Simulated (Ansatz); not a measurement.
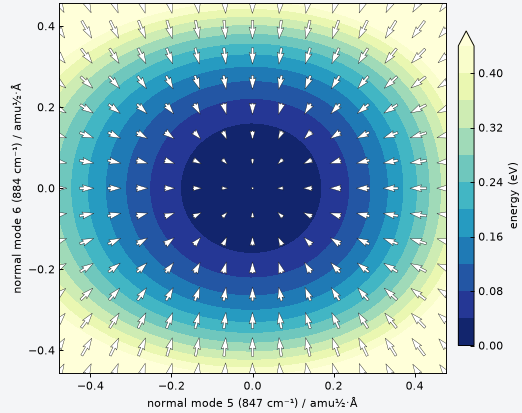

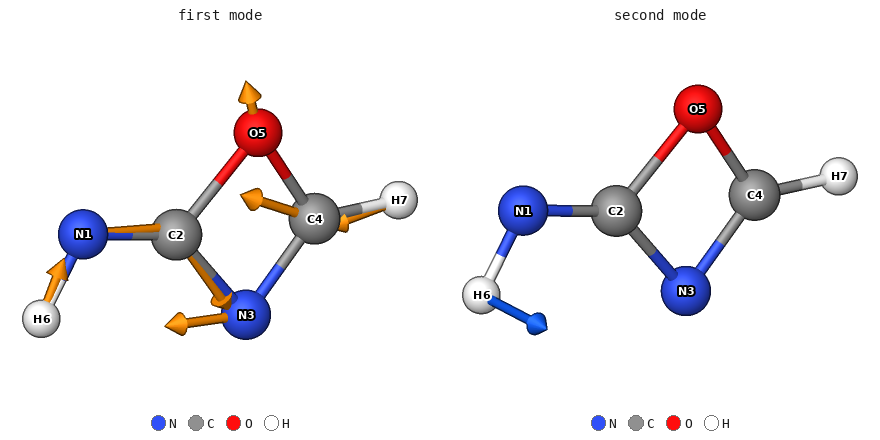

Energy landscape of C2H2N2O, SMILES N=C1N=CO1. 
- First axis: normal mode 5 (847 cm⁻¹). Second axis: normal mode 6 (884 cm⁻¹).
- Nothing is relaxed (straight displacements along the two mass-weighted modes).
- The scan uses a 15 × 15 grid; 120 points were computed and 105 follow by symmetry.
- Points are written as (first, second).
- Energies: eV, counted from the lowest grid point.
- These are results of RKS PBE0-D4/def2-SVP in Ansatz 0.2.0, not measurements.

In the figure: filled contours, arrows along the force (downhill), their lengths compressed, one colour for all values above the top of the scale. Between grid points the surface is interpolated. The second picture is the structure at the lowest point

Question: Where are the wells?

Answer: The lowest grid point is at (0.000 amu½·Å, 0.000 amu½·Å). No other kind of well shows on this grid. The highest grid point, (0.477 amu½·Å, −0.457 amu½·Å), lies 0.776 eV above the lowest.

Grid values (eV):

| normal mode 6 (884 cm⁻¹) ↓, normal mode 5 (847 cm⁻¹) → | −0.477 | −0.409 | −0.341 | −0.273 | −0.204 | −0.136 | −0.068 | 0.000 | 0.068 | 0.136 | 0.204 | 0.273 | 0.341 | 0.409 | 0.477 |
| --- | --- | --- | --- | --- | --- | --- | --- | --- | --- | --- | --- | --- | --- | --- | --- |
| 0.457 | 0.688 | 0.620 | 0.562 | 0.514 | 0.476 | 0.449 | 0.433 | 0.429 | 0.437 | 0.458 | 0.492 | 0.540 | 0.603 | 0.682 | 0.776 |
| 0.392 | 0.559 | 0.491 | 0.432 | 0.384 | 0.345 | 0.318 | 0.301 | 0.296 | 0.304 | 0.324 | 0.358 | 0.406 | 0.468 | 0.547 | 0.641 |
| 0.326 | 0.457 | 0.389 | 0.330 | 0.281 | 0.243 | 0.215 | 0.198 | 0.193 | 0.200 | 0.220 | 0.253 | 0.300 | 0.363 | 0.440 | 0.535 |
| 0.261 | 0.382 | 0.314 | 0.254 | 0.205 | 0.166 | 0.138 | 0.121 | 0.115 | 0.122 | 0.142 | 0.175 | 0.222 | 0.284 | 0.361 | 0.455 |
| 0.196 | 0.329 | 0.260 | 0.201 | 0.152 | 0.112 | 0.084 | 0.067 | 0.061 | 0.067 | 0.087 | 0.119 | 0.166 | 0.228 | 0.305 | 0.399 |
| 0.131 | 0.295 | 0.226 | 0.167 | 0.117 | 0.078 | 0.049 | 0.032 | 0.026 | 0.032 | 0.051 | 0.084 | 0.130 | 0.192 | 0.269 | 0.362 |
| 0.065 | 0.276 | 0.207 | 0.148 | 0.098 | 0.059 | 0.030 | 0.012 | 0.006 | 0.012 | 0.031 | 0.064 | 0.110 | 0.172 | 0.249 | 0.342 |
| 0.000 | 0.270 | 0.201 | 0.141 | 0.092 | 0.052 | 0.024 | 0.006 | 0.000 | 0.006 | 0.025 | 0.058 | 0.104 | 0.165 | 0.242 | 0.335 |
| −0.065 | 0.276 | 0.207 | 0.148 | 0.098 | 0.059 | 0.030 | 0.012 | 0.006 | 0.012 | 0.031 | 0.064 | 0.110 | 0.172 | 0.249 | 0.342 |
| −0.131 | 0.295 | 0.226 | 0.167 | 0.117 | 0.078 | 0.049 | 0.032 | 0.026 | 0.032 | 0.051 | 0.084 | 0.130 | 0.192 | 0.269 | 0.362 |
| −0.196 | 0.329 | 0.260 | 0.201 | 0.152 | 0.112 | 0.084 | 0.067 | 0.061 | 0.067 | 0.087 | 0.119 | 0.166 | 0.228 | 0.305 | 0.399 |
| −0.261 | 0.382 | 0.314 | 0.254 | 0.205 | 0.166 | 0.138 | 0.121 | 0.115 | 0.122 | 0.142 | 0.175 | 0.222 | 0.284 | 0.361 | 0.455 |
| −0.326 | 0.457 | 0.389 | 0.330 | 0.281 | 0.243 | 0.215 | 0.198 | 0.193 | 0.200 | 0.220 | 0.253 | 0.300 | 0.363 | 0.440 | 0.535 |
| −0.392 | 0.559 | 0.491 | 0.432 | 0.384 | 0.345 | 0.318 | 0.301 | 0.296 | 0.304 | 0.324 | 0.358 | 0.406 | 0.468 | 0.547 | 0.641 |
| −0.457 | 0.688 | 0.620 | 0.562 | 0.514 | 0.476 | 0.449 | 0.433 | 0.429 | 0.437 | 0.458 | 0.492 | 0.540 | 0.603 | 0.682 | 0.776 |

The input of one point:

```yaml
crystal:
  periodic: [false, false, false]
  atoms:
    - { symbol: "N", position_ang: [-1.122188, 0.983034, -0.95272] }
    - { symbol: C, position_ang: [-0.327847, 0.30078, -0.293694] }
    - { symbol: "N", position_ang: [-0.187787, -1.008072, 0.262443] }
    - { symbol: C, position_ang: [0.942875, -0.544012, 0.669249] }
    - { symbol: O, position_ang: [0.947317, 0.72979, 0.200029] }
    - { symbol: H, position_ang: [-1.957814, 0.43952, -1.17913] }
    - { symbol: H, position_ang: [1.766643, -0.96904, 1.248124] }
basis:
  gaussian: { orbitals: def2-SVP }
hamiltonian:
  xc: pbe0
  dispersion: d4
output:
  forces: true
```

Each point was launched as `ansatz run input.yaml --threads 1 --pin off --max-ram 2560MiB --backend cpu --events-out ev --progress --plain --runs-dir out`. Time for the 120 points that were run: 12 min on 1 thread of Arm Neoverse N1, with other jobs on the host.
